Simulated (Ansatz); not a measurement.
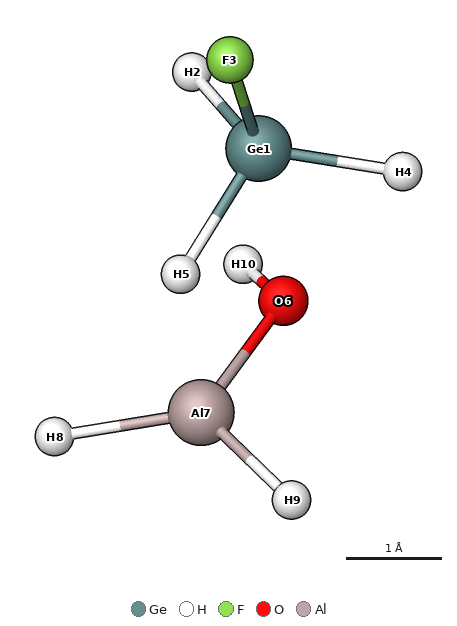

**Figure 1.** The starting structure (ball-and-stick view, seen at an oblique angle; atoms are numbered from 1 in the order of the input). Sticks mark near contacts.

Run report: AlGeH$_{6}$OF, nudged elastic band

- system: AlGeH$_{6}$OF
- method: RKS PBE-D4/def2-SVP (Ansatz 0.2.0)

It belongs to a series of runs on one base structure; here: band between the two ends. Figures and captions count atoms from 1; the log counts them from 0 in places.

Log:
```
Engine: ansatz 0.2.0, aarch64-unknown-linux-gnu
Functional definition: PBE
  parameter kappa = 0.804
  parameter beta = 0.06672455060314922
  exchange = pbe_x(kappa = kappa, mu = beta*pi^2/3)
  correlation = pbe_c(beta = beta)
1183 factors; their error is unknown
mean field evaluation 1: about -67940.1248 eV, gradient 6.8e1 eV
mean field evaluation 2: about -67886.6132 eV, gradient 1.7e2 eV
mean field evaluation 4: about -67947.5877 eV, gradient 1.5e1 eV
mean field evaluation 8: about -67947.9479 eV, gradient 2.4e-1 eV
mean field evaluation 16: about -67947.8832 eV, gradient 2.6e-5 eV
mean field -67947.88316209 eV, -2497.0386494773 hartree, gradient 2.6e-5 eV, S^2 0.000000; 0 other end points of the search recorded, 0 dependent functions left out
the calculation of the forces begins
reference -67947.88320459 eV, -2497.0386510394 hartree; 34, 34 occupied and 74, 74 virtual orbitals, 1183 factors
1183 factors; their error is unknown
mean field evaluation 32: about -67947.9534 eV, gradient 9.4e-4 eV
mean field -67947.95342980 eV, -2497.0412317682 hartree, gradient 4.3e-5 eV, S^2 0.000000; 0 other end points of the search recorded, 0 dependent functions left out
[... from here on the field's lines of each further geometry are left out, up to the last ...]
NEB iter   1: max|band force component| = 1.746e1 eV/Å  barrier→ = 9.6234 eV  barrier← = 9.6847 eV  Δτ_max = 0.1994 Å  (187 SCF iters)
NEB iter   2: max|band force component| = 8.551e0 eV/Å  barrier→ = 4.8975 eV  barrier← = 4.9587 eV  Δτ_max = 0.2000 Å  (172 SCF iters)
NEB iter   3: max|band force component| = 1.617e1 eV/Å  barrier→ = 2.4636 eV  barrier← = 2.5249 eV  Δτ_max = 0.0993 Å  (175 SCF iters)
NEB iter   4: max|band force component| = 3.621e0 eV/Å  barrier→ = 2.1204 eV  barrier← = 2.1816 eV  Δτ_max = 0.1982 Å  (146 SCF iters)
NEB iter   5: max|band force component| = 2.349e0 eV/Å  barrier→ = 2.0042 eV  barrier← = 2.0655 eV  Δτ_max = 0.1975 Å  (156 SCF iters)
NEB iter   6: max|band force component| = 1.307e0 eV/Å  barrier→ = 1.8047 eV  barrier← = 1.8660 eV  Δτ_max = 0.1980 Å  (156 SCF iters)
NEB iter   7: max|band force component| = 1.476e0 eV/Å  barrier→ = 1.4853 eV  barrier← = 1.5465 eV  Δτ_max = 0.0997 Å  (153 SCF iters)
NEB iter   8: max|band force component| = 1.341e0 eV/Å  barrier→ = 1.2941 eV  barrier← = 1.3554 eV  Δτ_max = 0.1026 Å  (142 SCF iters)
NEB iter   9: max|band force component| = 9.568e-1 eV/Å  barrier→ = 1.1762 eV  barrier← = 1.2374 eV  Δτ_max = 0.2000 Å  (142 SCF iters)
NEB iter  10: max|band force component| = 1.248e0 eV/Å  barrier→ = 0.9712 eV  barrier← = 1.0325 eV  Δτ_max = 0.1009 Å  (143 SCF iters)
NEB iter  11: max|band force component| = 6.028e-1 eV/Å  barrier→ = 0.7461 eV  barrier← = 0.8074 eV  CI = image 3  Δτ_max = 0.2000 Å  (145 SCF iters)
NEB iter  12: max|band force component| = 5.940e-1 eV/Å  barrier→ = 0.8198 eV  barrier← = 0.8811 eV  CI = image 3  Δτ_max = 0.1986 Å  (142 SCF iters)
NEB iter  13: max|band force component| = 8.454e-1 eV/Å  barrier→ = 0.8469 eV  barrier← = 0.9082 eV  CI = image 3  Δτ_max = 0.2000 Å  (146 SCF iters)
NEB iter  14: max|band force component| = 9.443e-1 eV/Å  barrier→ = 0.9964 eV  barrier← = 1.0577 eV  CI = image 3  Δτ_max = 0.1016 Å  (148 SCF iters)
NEB iter  15: max|band force component| = 1.042e0 eV/Å  barrier→ = 1.2427 eV  barrier← = 1.3040 eV  CI = image 3  Δτ_max = 0.2000 Å  (144 SCF iters)
NEB iter  16: max|band force component| = 7.861e-1 eV/Å  barrier→ = 1.7833 eV  barrier← = 1.8446 eV  CI = image 3  Δτ_max = 0.2000 Å  (146 SCF iters)
NEB iter  17: max|band force component| = 6.883e-1 eV/Å  barrier→ = 1.7817 eV  barrier← = 1.8430 eV  CI = image 3  Δτ_max = 0.1026 Å  (147 SCF iters)
NEB iter  18: max|band force component| = 6.568e-1 eV/Å  barrier→ = 1.7482 eV  barrier← = 1.8095 eV  CI = image 3  Δτ_max = 0.0861 Å  (143 SCF iters)
NEB iter  19: max|band force component| = 2.470e-1 eV/Å  barrier→ = 1.7179 eV  barrier← = 1.7791 eV  CI = image 3  Δτ_max = 0.0993 Å  (143 SCF iters)
NEB iter  20: max|band force component| = 1.640e-1 eV/Å  barrier→ = 1.6962 eV  barrier← = 1.7575 eV  CI = image 3  Δτ_max = 0.0997 Å  (140 SCF iters)
NEB iter  21: max|band force component| = 9.768e-2 eV/Å  barrier→ = 1.6771 eV  barrier← = 1.7384 eV  CI = image 3  Δτ_max = 0.0508 Å  (137 SCF iters)
NEB iter  22: max|band force component| = 1.314e-1 eV/Å  barrier→ = 1.6698 eV  barrier← = 1.7311 eV  CI = image 3  Δτ_max = 0.0250 Å  (147 SCF iters)
NEB iter  23: max|band force component| = 1.351e-1 eV/Å  barrier→ = 1.6667 eV  barrier← = 1.7280 eV  CI = image 3  Δτ_max = 0.0250 Å  (148 SCF iters)
NEB iter  24: max|band force component| = 1.325e-1 eV/Å  barrier→ = 1.6637 eV  barrier← = 1.7250 eV  CI = image 3  Δτ_max = 0.0500 Å  (151 SCF iters)
NEB iter  25: max|band force component| = 1.477e-1 eV/Å  barrier→ = 1.6584 eV  barrier← = 1.7197 eV  CI = image 3  Δτ_max = 0.0250 Å  (144 SCF iters)
NEB iter  26: max|band force component| = 1.099e-1 eV/Å  barrier→ = 1.6560 eV  barrier← = 1.7173 eV  CI = image 3  Δτ_max = 0.0500 Å  (142 SCF iters)
NEB iter  27: max|band force component| = 3.093e-1 eV/Å  barrier→ = 1.6517 eV  barrier← = 1.7130 eV  CI = image 3  Δτ_max = 0.0250 Å  (147 SCF iters)
NEB iter  28: max|band force component| = 1.542e-1 eV/Å  barrier→ = 1.6499 eV  barrier← = 1.7112 eV  CI = image 3  Δτ_max = 0.0520 Å  (138 SCF iters)
NEB iter  29: max|band force component| = 3.245e-1 eV/Å  barrier→ = 1.6469 eV  barrier← = 1.7082 eV  CI = image 3  Δτ_max = 0.0252 Å  (147 SCF iters)
NEB iter  30: max|band force component| = 1.710e-1 eV/Å  barrier→ = 1.6456 eV  barrier← = 1.7069 eV  CI = image 3  Δτ_max = 0.0500 Å  (142 SCF iters)
NEB iter  31: max|band force component| = 8.452e-2 eV/Å  barrier→ = 1.6438 eV  barrier← = 1.7051 eV  CI = image 3  Δτ_max = 0.0998 Å  (144 SCF iters)
NEB iter  32: max|band force component| = 8.397e-2 eV/Å  barrier→ = 1.6430 eV  barrier← = 1.7043 eV  CI = image 3  Δτ_max = 0.0507 Å  (142 SCF iters)
NEB iter  33: max|band force component| = 1.895e-1 eV/Å  barrier→ = 1.6417 eV  barrier← = 1.7030 eV  CI = image 3  Δτ_max = 0.0250 Å  (146 SCF iters)
NEB iter  34: max|band force component| = 7.375e-2 eV/Å  barrier→ = 1.6418 eV  barrier← = 1.7031 eV  CI = image 3  Δτ_max = 0.0500 Å  (140 SCF iters)
NEB iter  35: max|band force component| = 5.344e-2 eV/Å  barrier→ = 1.6417 eV  barrier← = 1.7030 eV  CI = image 3  Δτ_max = 0.0277 Å  (131 SCF iters)
the calculation of the forces begins
reference -67947.93808223 eV, -2497.0406677554 hartree; 34, 34 occupied and 74, 74 virtual orbitals, 1183 factors
1183 factors; their error is unknown
mean field evaluation 1440: about -67946.3122 eV, gradient 3.6e-1 eV
mean field -67946.24342285 eV, -2496.9783901716 hartree, gradient 1.7e-5 eV, S^2 0.000000; 1 other end points of the search recorded, 0 dependent functions left out
the calculation of the forces begins
reference -67946.24346684 eV, -2496.9783917883 hartree; 34, 34 occupied and 74, 74 virtual orbitals, 1183 factors
NEB iter  36: max|band force component| = 4.175e-2 eV/Å  barrier→ = 1.6417 eV  barrier← = 1.7029 eV  CI = image 3  Δτ_max = 0.0000 Å  (271 SCF iters)
```

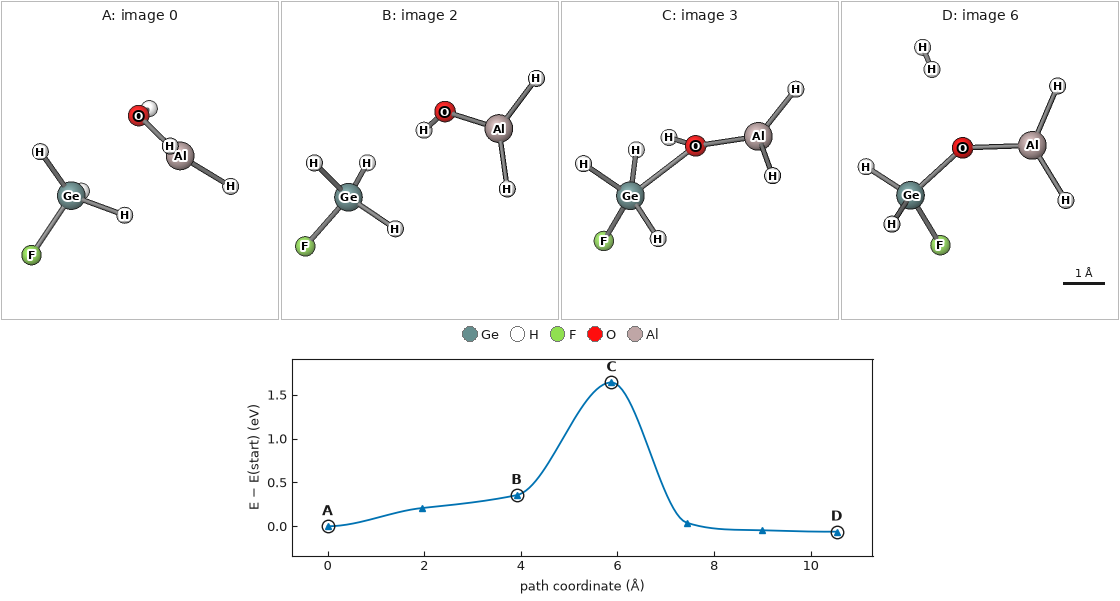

**Figure 2.** Images of the last band (counted from 0; ball-and-stick, seen at a tilt) above the energy along the path; the line is a cubic interpolation that uses the forces. The highest image is number 3, 1.642 eV above the start and 1.703 eV above the end (the climbing image); the end lies 0.061 eV below the start. The path is 10.54 Å long. The band converged in 36 iterations.

```
Total energy: -67946.42348263 eV, -2496.9850072468 hartree
Atom 0 at    -0.019266    -0.077599    -0.081221 Å, force     0.012186     0.003106     0.000026 eV/Å
Atom 1 at    -0.369082     0.530074     1.650860 Å, force     0.001378     0.001812     0.002115 eV/Å
Atom 2 at     1.518154    -0.566633     0.662785 Å, force    -0.005105    -0.001388    -0.001593 eV/Å
Atom 3 at     0.122176     1.336403    -0.692068 Å, force    -0.000375    -0.000228    -0.000518 eV/Å
Atom 4 at    -0.142101    -1.233520    -1.114061 Å, force    -0.001500     0.000839    -0.000693 eV/Å
Atom 5 at    -1.971396    -0.238492     0.432803 Å, force    -0.001999    -0.003394     0.009085 eV/Å
Atom 6 at    -3.471027    -1.031878     0.020789 Å, force     0.002039     0.001912     0.000140 eV/Å
Atom 7 at    -3.500036    -1.874142    -1.331189 Å, force    -0.000627    -0.000863     0.000019 eV/Å
Atom 8 at    -4.681208    -0.844624     1.037266 Å, force     0.000736     0.000370    -0.000556 eV/Å
Atom 9 at    -1.305915     0.262212     1.358936 Å, force    -0.006733    -0.002165    -0.008026 eV/Å
Dipole moment:    -0.515813     0.041148    -0.179063 e Å
this run last wrote the band of iteration 36 to [file]
```

The last band as extended XYZ (Å, eV, eV/Å):
```
10
Properties=species:S:1:pos:R:3:forces:R:3 image=0 energy=-67948.06510
Ge   -0.0656    0.0655   -0.0169    0.0004  -0.0141  -0.0040
H     0.3921   -0.4825    1.3472   -0.0036  -0.0053  -0.0045
F     1.3575   -0.1124   -1.0578   -0.0030  -0.0013   0.0028
H    -0.5093    1.5234   -0.1958    0.0032   0.0085  -0.0007
H    -1.0467   -0.9610   -0.7544    0.0065   0.0138   0.0050
O    -2.2871    0.1051    1.2899   -0.0053  -0.0053   0.0114
Al   -2.9039   -0.9519    0.0122    0.0029   0.0079  -0.0179
H    -3.0293   -2.5115    0.3304    0.0021  -0.0158   0.0051
H    -3.5827   -0.1734   -1.1973   -0.0077  -0.0013  -0.0027
H    -2.1449   -0.2396    2.1875    0.0045   0.0129   0.0056
10
Properties=species:S:1:pos:R:3:forces:R:3 image=1 energy=-67947.85678
Ge    0.2888    0.0836   -0.0907   -0.0034  -0.0017  -0.0008
H     0.3108   -0.1592    1.4401    0.0095  -0.0112  -0.0004
F     1.9827   -0.0092   -0.5848   -0.0068   0.0082  -0.0172
H    -0.2026    1.4890   -0.4970   -0.0129   0.0051   0.0115
H    -0.4206   -1.0628   -0.8600   -0.0053   0.0055  -0.0018
O    -2.4636   -0.0003    1.1275   -0.0014  -0.0150  -0.0004
Al   -3.5133   -0.9794    0.1504    0.0116   0.0100   0.0029
H    -3.2862   -2.5566    0.0655   -0.0037  -0.0165   0.0312
H    -4.6524   -0.1638   -0.5969    0.0177   0.0193  -0.0394
H    -1.8634   -0.3796    1.7908   -0.0054  -0.0035   0.0144
10
Properties=species:S:1:pos:R:3:forces:R:3 image=2 energy=-67947.70991
Ge    0.4114    0.0305   -0.0507    0.0171  -0.0029   0.0236
H     0.0217    0.1433    1.4547    0.0421  -0.0373  -0.0361
F     2.1456   -0.2692   -0.0143    0.0566   0.0208  -0.0546
H     0.1796    1.3647   -0.7949    0.0082   0.0058  -0.0036
H    -0.2285   -1.1913   -0.7520   -0.0028   0.0162   0.0317
O    -2.5891    0.0250    1.0042   -0.0730  -0.0071   0.0388
Al   -3.6819   -0.9913    0.1524    0.0037   0.0468   0.0348
H    -3.1716   -2.1298   -0.8459    0.0428  -0.0236   0.0279
H    -5.2075   -0.6380    0.4140   -0.0561   0.0127  -0.0562
H    -1.6995   -0.0820    1.3774   -0.0386  -0.0314  -0.0063
10
Properties=species:S:1:pos:R:3:forces:R:3 image=3 energy=-67946.42344
Ge   -0.0193   -0.0776   -0.0812    0.0122   0.0031   0.0000
H    -0.3691    0.5301    1.6509    0.0014   0.0018   0.0021
F     1.5182   -0.5666    0.6628   -0.0051  -0.0014  -0.0016
H     0.1222    1.3364   -0.6921   -0.0004  -0.0002  -0.0005
H    -0.1421   -1.2335   -1.1141   -0.0015   0.0008  -0.0007
O    -1.9714   -0.2385    0.4328   -0.0020  -0.0034   0.0091
Al   -3.4710   -1.0319    0.0208    0.0020   0.0019   0.0001
H    -3.5000   -1.8741   -1.3312   -0.0006  -0.0009   0.0000
H    -4.6812   -0.8446    1.0373    0.0007   0.0004  -0.0006
H    -1.3059    0.2622    1.3589   -0.0067  -0.0022  -0.0080
10
Properties=species:S:1:pos:R:3:forces:R:3 image=4 energy=-67948.02317
Ge   -0.2310   -0.0481   -0.5050   -0.0622  -0.0094  -0.0666
H    -0.3412    0.5965    2.4642   -0.0035   0.0449   0.1135
F     1.0417   -0.7249    0.4976   -0.0564  -0.0550   0.0235
H    -0.0557    1.4870   -0.4701   -0.0012  -0.0153  -0.0055
H    -0.0934   -0.7564   -1.8726    0.0159   0.0188  -0.0853
O    -1.8071   -0.4646    0.2049    0.0351  -0.0238  -0.0632
Al   -3.3300   -1.2209   -0.0888    0.0189  -0.0088  -0.0116
H    -3.5952   -1.8356   -1.5377   -0.0137  -0.0187  -0.0105
H    -4.3821   -1.2193    1.1066    0.0299   0.0016  -0.0041
H    -1.0258    0.4482    2.1458    0.0372   0.0656   0.1099
10
Properties=species:S:1:pos:R:3:forces:R:3 image=5 energy=-67948.11047
Ge   -0.2395    0.1001   -0.6446   -0.0025  -0.0015  -0.0011
H    -0.7434    0.6200    3.0379   -0.0059   0.0045   0.0049
F     0.8523   -1.1980   -0.1838    0.0008  -0.0088  -0.0070
H     0.2835    1.4002    0.0032    0.0049  -0.0038   0.0031
H    -0.3275    0.0720   -2.1915   -0.0027   0.0046  -0.0012
O    -1.8090   -0.2947    0.0804    0.0007   0.0075  -0.0043
Al   -3.1697   -1.3405   -0.1297    0.0011  -0.0005   0.0015
H    -3.2829   -2.1955   -1.4735    0.0025  -0.0018   0.0006
H    -4.2453   -1.3352    1.0425    0.0023  -0.0032   0.0012
H    -1.1381    0.4334    2.4038   -0.0011   0.0029   0.0022
10
Properties=species:S:1:pos:R:3:forces:R:3 image=6 energy=-67948.12638
Ge   -0.2043    0.1596   -0.7079    0.0017  -0.0105  -0.0050
H    -1.1941    0.7198    3.1088   -0.0006  -0.0008  -0.0044
F     0.5805   -1.3969   -0.9662   -0.0087   0.0205   0.0028
H     0.6392    0.9339    0.3302   -0.0047  -0.0058  -0.0072
H    -0.3797    0.8141   -2.1005    0.0024  -0.0063   0.0143
O    -1.7838   -0.2083    0.0075    0.0070  -0.0054  -0.0074
Al   -3.0050   -1.4355   -0.0304    0.0009   0.0073   0.0017
H    -2.9428   -2.5795   -1.1394    0.0009   0.0015   0.0016
H    -4.1545   -1.2828    1.0600    0.0009  -0.0021  -0.0010
H    -1.3752    0.5374    2.3828    0.0001   0.0015   0.0045
```

The run was set up as follows.

Input file:
```yaml
crystal:
  periodic: [false, false, false]
  atoms:
    - { symbol: Ge, position_ang: [-0.065567, 0.065543, -0.016888] }
    - { symbol: H, position_ang: [0.39215, -0.482492, 1.347168] }
    - { symbol: F, position_ang: [1.35749, -0.112371, -1.057813] }
    - { symbol: H, position_ang: [-0.509316, 1.523403, -0.195772] }
    - { symbol: H, position_ang: [-1.046652, -0.961048, -0.754386] }
    - { symbol: O, position_ang: [-2.287071, 0.105104, 1.289875] }
    - { symbol: Al, position_ang: [-2.903854, -0.951866, 0.012206] }
    - { symbol: H, position_ang: [-3.029321, -2.511476, 0.330356] }
    - { symbol: H, position_ang: [-3.582651, -0.173447, -1.197321] }
    - { symbol: H, position_ang: [-2.144908, -0.239551, 2.187474] }
basis:
  gaussian: { orbitals: def2-SVP }
hamiltonian:
  xc: pbe
  dispersion: d4
neb:
  order_check: false
  images: 5
  f_tol: 0.05
  max_iterations: 60
  final_atoms:
    - { symbol: Ge, position_ang: [-0.20428841, 0.15958561, -0.70788435] }
    - { symbol: H, position_ang: [-1.19413027, 0.71980144, 3.1087758] }
    - { symbol: F, position_ang: [0.58054769, -1.39688693, -0.96623216] }
    - { symbol: H, position_ang: [0.6391654, 0.93388394, 0.33024608] }
    - { symbol: H, position_ang: [-0.37972608, 0.81409599, -2.10054784] }
    - { symbol: O, position_ang: [-1.78378822, -0.20829149, 0.00754199] }
    - { symbol: Al, position_ang: [-3.00497661, -1.43548843, -0.03035436] }
    - { symbol: H, position_ang: [-2.94283786, -2.57947446, -1.13941831] }
    - { symbol: H, position_ang: [-4.15448949, -1.28278632, 1.05999437] }
    - { symbol: H, position_ang: [-1.37517614, 0.53735963, 2.38277778] }
  initial_path:
    images:
      - { positions_ang: [[-0.065567, 0.065543, -0.016888], [0.39215, -0.482492, 1.347168], [1.35749, -0.112371, -1.057813], [-0.509316, 1.523403, -0.195772], [-1.046652, -0.961048, -0.754386], [-2.287071, 0.105104, 1.289875], [-2.903854, -0.951866, 0.012206], [-3.029321, -2.511476, 0.330356], [-3.582651, -0.173447, -1.197321], [-2.144908, -0.239551, 2.187474]] }
      - { positions_ang: [[-0.03849708, 0.029362, 0.0012417], [0.25144409, -0.34366688, 1.54371671], [1.4423217, -0.10423284, -0.86664572], [-0.55969283, 1.43264348, -0.29032755], [-0.94520107, -1.06634557, -0.67360412], [-2.17899086, 0.07448332, 1.07445244], [-3.03239638, -0.93421093, -0.0303506], [-3.03857957, -2.46377058, 0.02521863], [-3.9500071, -0.1919728, -0.9019517], [-1.7701009, -0.17049021, 2.0631492]] }
      - { positions_ang: [[-0.01142716, -0.00681901, 0.01937141], [0.11073819, -0.20484175, 1.74026541], [1.5271534, -0.09609469, -0.67547843], [-0.61006965, 1.34188397, -0.38488309], [-0.84375015, -1.17164313, -0.59282223], [-2.07091072, 0.04386264, 0.85902987], [-3.16093876, -0.91655586, -0.07290719], [-3.04783814, -2.41606515, -0.27991874], [-4.3173632, -0.21049861, -0.60658239], [-1.39529381, -0.10142941, 1.93882439]] }
      - { positions_ang: [[0.01564276, -0.04300001, 0.03750111], [-0.02996772, -0.06601663, 1.93681412], [1.6119851, -0.08795653, -0.48431115], [-0.66044648, 1.25112445, -0.47943864], [-0.74229922, -1.2769407, -0.51204035], [-1.96283059, 0.01324196, 0.64360731], [-3.28948113, -0.89890078, -0.11546379], [-3.05709671, -2.36835973, -0.58505611], [-4.68471931, -0.22902441, -0.31121309], [-1.02048671, -0.03236862, 1.81449959]] }
      - { positions_ang: [[-0.05766763, 0.02452853, -0.21096071], [-0.4180219, 0.19592273, 2.32746801], [1.26817263, -0.52426666, -0.64495149], [-0.22724252, 1.14537762, -0.20954373], [-0.62144151, -0.57992847, -1.04154284], [-1.9031498, -0.06060252, 0.43158553], [-3.19464629, -1.07776333, -0.08709398], [-3.01901042, -2.4387313, -0.76984351], [-4.50797603, -0.58027838, 0.14585607], [-1.13871652, 0.1575408, 2.00392565]] }
      - { positions_ang: [[-0.13097802, 0.09205707, -0.45942253], [-0.80607609, 0.45786209, 2.71812191], [0.92436016, -0.9605768, -0.80559182], [0.20596144, 1.03963078, 0.06035117], [-0.50058379, 0.11708376, -1.57104534], [-1.84346901, -0.134447, 0.21956376], [-3.09981145, -1.25662588, -0.05872417], [-2.98092414, -2.50910288, -0.95463091], [-4.33123276, -0.93153235, 0.60292522], [-1.25694633, 0.34745022, 2.19335172]] }
      - { positions_ang: [[-0.20428841, 0.15958561, -0.70788435], [-1.19413027, 0.71980144, 3.1087758], [0.58054769, -1.39688693, -0.96623216], [0.6391654, 0.93388394, 0.33024608], [-0.37972608, 0.81409599, -2.10054784], [-1.78378822, -0.20829149, 0.00754199], [-3.00497661, -1.43548843, -0.03035436], [-2.94283786, -2.57947446, -1.13941831], [-4.15448949, -1.28278632, 1.05999437], [-1.37517614, 0.53735963, 2.38277778]] }
```

Launched with:
```bash
ansatz run input.yaml --threads 4 --pin off --max-ram 5120MiB --backend cpu --events-out ev --progress --plain --runs-dir out
```

Summary:

```json
{"quantity": "outcome", "value": "converged"}
{"quantity": "barrier, forward", "value": "1.642 eV"}
{"quantity": "barrier, backward", "value": "1.703 eV"}
{"quantity": "hardware", "value": "4 threads of Arm Neoverse V2, 24 GiB of memory available, shared host"}
{"quantity": "wall time", "value": "2.8 min (CPU time 10 min)"}
{"quantity": "peak memory", "value": "0.16 GiB"}
```

Remarks:

The order of the saddle point was not checked.
